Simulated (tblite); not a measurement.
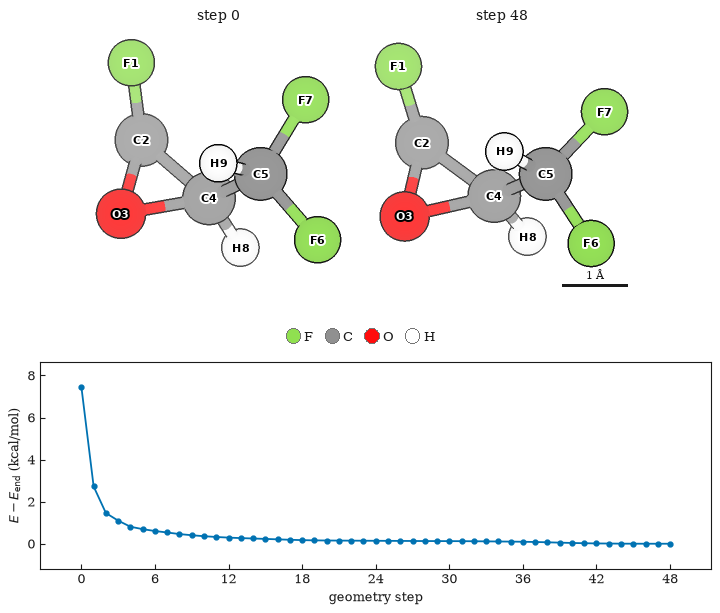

First and last geometry of a relaxation of C3H2F3O (multiplicity 2), with the history of the run. A ball-and-stick model, seen from a free direction.

All numbers below come from GFN2-xTB geometry optimisation, gas phase (tblite). 

**What do the curves and the structures tell?**

It converged. Over 48 geometry steps the energy falls by 7.46 kcal/mol. The largest move after the best rigid fit is that of F7, 0.31 Å. By element the largest moves are F 0.31 Å, H 0.21 Å, C 0.12 Å, O 0.04 Å. Near-neighbour distances that change, for instance: C2–O3 1.414 → 1.345 Å, O3–C4 1.395 → 1.437 Å, C2–C4 1.494 → 1.456 Å, F1–C2 1.362 → 1.332 Å. Among the angles between lasting bonds that change: F1–C2–C4 115.5° → 126.5°, F1–C2–O3 115.1° → 120.6°, O3–C2–C4 57.2° → 61.6°.

| step | E − E(0), kcal/mol |
| --- | --- |
| 0 | 0.00 |
| 1 | -4.74 |
| 2 | -6.00 |
| 3 | -6.36 |
| 4 | -6.65 |
| 5 | -6.77 |
| 6 | -6.85 |
| 7 | -6.93 |
| 8 | -7.00 |
| 9 | -7.06 |
| 10 | -7.10 |
| 12 | -7.17 |
| 14 | -7.21 |
| 16 | -7.25 |
| 18 | -7.29 |
| 20 | -7.31 |
| 22 | -7.31 |
| 24 | -7.32 |
| 26 | -7.33 |
| 28 | -7.33 |
| 30 | -7.34 |
| 32 | -7.34 |
| 34 | -7.35 |
| 36 | -7.37 |
| 38 | -7.39 |
| 40 | -7.42 |
| 42 | -7.45 |
| 44 | -7.46 |
| 46 | -7.46 |
| 48 | -7.46 |
